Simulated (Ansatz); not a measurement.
# U-revPBE/STO-3G run of CH2F (SMILES [CH2]F)

What is the electronic atomisation energy of CH2F at U-revPBE/STO-3G? 

The results are computed with Ansatz 0.2.0.

47 further runs of the same task are left out: 47 set aside as unsound or not needed.

## (1) The structure to begin with

CH2F has 4 atoms, charge 0, and is taken as a doublet. As SMILES, `[CH2]F`. The coordinates come from a PBE0-D4/def2-TZVP relaxation.

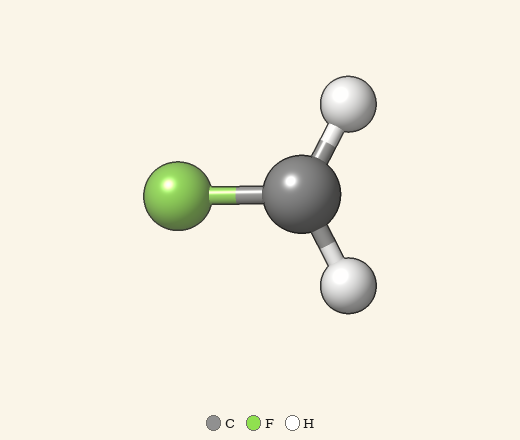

Viewed from a chosen angle; carbon grey, fluorine green, hydrogen white.

## (2) The energy at U-revPBE/STO-3G

molecule.yaml reads:

```yaml
crystal:
  periodic: [false, false, false]
  atoms:
    - {symbol: C, position_ang: [-0.030100, -0.057600, -0.131100]}
    - {symbol: F, position_ang: [0.950000, 0.694000, 0.364600]}
    - {symbol: H, position_ang: [-0.946900, 0.472300, -0.352500]}
    - {symbol: H, position_ang: [0.027000, -1.108700, 0.119000]}
basis:
  gaussian: {orbitals: STO-3G}
total_charge: 0
magnetization: {spin_polarized: true, initial_magnetization: 1}
hamiltonian: {xc: {name: revPBE}}
accuracy: high
```

The run is started by

```sh
$ ansatz run molecule.yaml --threads 1 --pin off --max-ram 2610MiB --events-out events.jsonl --progress --plain --runs-dir runs
```

The log of the run:

```text
Warning: RAYON_NUM_THREADS=1 ignored (pool sized by the plan → 1); use --threads N
Functional definition: revPBE
  name "revPBE"
  parameter kappa = 1.245
  parameter beta = 0.06672455060314922
  exchange = pbe_x(kappa = kappa, mu = beta*pi^2/3)
  correlation = pbe_c(beta = beta)
186 factors; integrals over basis functions are off by at most 1.3e-8 eV
mean field evaluation 1: about -3730.3270 eV, gradient 7.9e0 eV
mean field evaluation 2: about -3729.9909 eV, gradient 1.1e1 eV
mean field evaluation 4: about -3730.7733 eV, gradient 2.2e-1 eV
mean field evaluation 8: about -3730.7295 eV, gradient 9.9e-4 eV
mean field evaluation 16: about -3730.7295 eV, gradient 2.2e-8 eV
mean field -3730.72951738 eV, -137.1017809845 hartree, gradient 2.2e-8 eV, S^2 0.751691; 0 other end points of the search recorded, 0 dependent functions left out
reference -3730.72951906 eV, -137.1017810461 hartree; 9, 8 occupied and 3, 4 virtual orbitals, 186 factors
Total energy: -3730.72951906 eV, -137.1017810461 hartree
```

It took 0.72 s on 1 thread of Arm Neoverse V2, shared host; peak memory 0.1 GiB.

## (3) The C atom at the same level

run.yaml reads:

```yaml
crystal:
  periodic: [false, false, false]
  atoms:
    - {symbol: C, position_ang: [0.000000, 0.000000, 0.000000]}
basis:
  gaussian: {orbitals: STO-3G}
magnetization: {spin_polarized: true, initial_magnetization: 2}
hamiltonian: {xc: {name: revPBE}}
accuracy: high
```

Run the same way, it converges to -37.33887 Eh (log not shown).

## (4) The F atom, same level

molecule.yaml reads:

```yaml
crystal:
  periodic: [false, false, false]
  atoms:
    - {symbol: F, position_ang: [0.000000, 0.000000, 0.000000]}
basis:
  gaussian: {orbitals: STO-3G}
total_charge: 0
magnetization: {spin_polarized: true, initial_magnetization: 1}
hamiltonian: {xc: {name: revPBE}}
accuracy: high
```

Run the same way, it converges to -98.24365 Eh (log not shown).

## (5) The H atom, same level

input.yaml reads:

```yaml
crystal:
  periodic: [false, false, false]
  atoms:
    - {symbol: H, position_ang: [0.000000, 0.000000, 0.000000]}
basis:
  gaussian:
    orbitals: STO-3G
magnetization:
  spin_polarized: true
  initial_magnetization: 1
hamiltonian:
  xc: {name: revPBE}
accuracy: high
```

Run the same way, it converges to -0.47010 Eh (log not shown).

## (6) Outcome

Level: U-revPBE/STO-3G.

```
                     quantity          value
       molecule: total energy  -137.10178 Eh
               molecule: ⟨S²⟩          0.752
         C atom: total energy   -37.33887 Eh
                 C atom: ⟨S²⟩          2.000
         F atom: total energy   -98.24365 Eh
                 F atom: ⟨S²⟩          0.750
         H atom: total energy    -0.47010 Eh
                 H atom: ⟨S²⟩          0.750
electronic atomisation energy      15.757 eV
```

In words: Taking the molecule apart into free atoms costs 15.76 eV (363 kcal/mol), before zero-point energy and without spin-orbit coupling. In a minimal basis such a difference can be off by several eV, whatever the method.
